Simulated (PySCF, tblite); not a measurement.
**C3H8BClSi: geometry, infrared bands and NMR shifts**

What infrared bands and NMR shifts should C3H8BClSi (`C=C[SiH2]CBCl`) show?

Computed with tblite 0.8.0 and PySCF 2.14.0, with density-fitted response routines of our own, on a single molecule in the gas phase. Atoms count from 0, in the outputs and in this text.

**1. The molecule as given**

14 atoms, charge 0, multiplicity 1; geometry from: force field or distance geometry start.

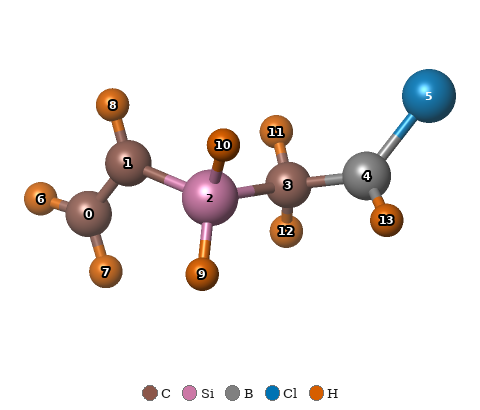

The starting geometry (carbon brown, silicon pink, boron grey, chlorine blue, hydrogen orange), atoms numbered.

**2. Relaxing the molecule with GFN2-xTB**

Job settings and geometry (Å):

```
{"job": {"kind": "relax", "xc": "GFN2-xTB", "basis": "xTB"}, "charge": 0, "multiplicity": 1}
C      2.608100    -0.054500     0.172900
C      1.616200     0.582600    -0.484600
Si     0.079700    -0.388500    -0.825400
C     -1.015100     0.010200     0.645900
B     -2.546100    -0.127000     0.384100
Cl    -3.779400     1.224500     0.627400
H      3.529800     0.433700     0.414900
H      2.470200    -1.083600     0.474600
H      1.726300     1.621400    -0.789200
H      0.324800    -1.810800    -0.974000
H     -0.556900     0.230400    -1.985000
H     -0.829600     1.088700     0.875300
H     -0.668400    -0.594700     1.537500
H     -2.960500    -1.132900    -0.096600
```

On the command line:

```sh
$ OMP_NUM_THREADS=1 python probes_run.py task.json out
```

This one command runs all jobs of the session in turn.

**Question.** This job is followed by: GFN2-xTB harmonic vibrations, gas phase; GIAO PBE0/pcSseg-1 NMR shielding, non-relativistic, gas phase. What will the session give for the following? strongest single infrared mode (GFN2-xTB); zero-point energy (GFN2-xTB); 13C shifts against TMS (PBE0/pcSseg-1); 1H shifts against TMS (PBE0/pcSseg-1, means over atoms taken as alike); 29Si shifts against TMS (PBE0/pcSseg-1); 11B shifts against BF3·OEt2 (PBE0/pcSseg-1); 35Cl shifts against HCl (PBE0/pcSseg-1); surface potential, least and greatest.

**Answer**, as computed:

```
                                                              quantity                                   value
                             strongest single infrared mode (GFN2-xTB)                   2223 cm⁻¹, 397 km/mol
                                          zero-point energy (GFN2-xTB)                           61.3 kcal/mol
                                13C shifts against TMS (PBE0/pcSseg-1)                  143.0, 142.3, 28.1 ppm
1H shifts against TMS (PBE0/pcSseg-1, means over atoms taken as alike)  6.89, 6.54, 6.42, 6.27, 4.39, 1.62 ppm
                               29Si shifts against TMS (PBE0/pcSseg-1)                               -44.2 ppm
                           11B shifts against BF3·OEt2 (PBE0/pcSseg-1)                                69.7 ppm
                               35Cl shifts against HCl (PBE0/pcSseg-1)                                 289 ppm
                                 surface potential, least and greatest                      -0.56 V and 1.15 V
```

In words: Over 125 steps the energy fell by 0.503 eV; of the close pairs, B4–Cl5 changed most, 1.846 to 1.705 Å. All 36 modes are real, so the xTB geometry is a minimum. The strongest single mode, at 2223 cm⁻¹, moves mainly H10. Unscaled tight-binding wavenumbers are off by several per cent, some by more. Its intensities can rank the bands wrongly. The most deshielded carbon is C0 (terminal =CH2 carbon), at 143.0 ppm: an sp2 carbon of a C=C bond. At PBE0/pcSseg-1: The largest span, 685 ppm, is at Cl5, where the paramagnetic term is -486 ppm. By nearest atom (PBE0/pcSseg-1), the HOMO sits on C0, C1 about 24 % each; Cl5 13 % and the LUMO on B4 47 %; H13 13 %.
